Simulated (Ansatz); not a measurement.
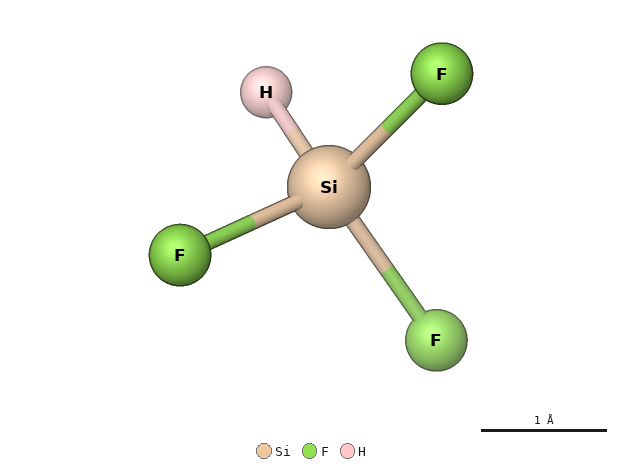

Atoms fade into the background with distance from the viewer. The computed structure is the end point of a PBE0-D4/def2-TZVP optimisation. Masses are those of the most abundant isotopes; constants are for the rigid equilibrium geometry.

What kind of rotor is it, and what are its rotational constants in cm⁻¹?

An oblate symmetric top (C3v): A = B = 0.238, C = 0.137 cm⁻¹.
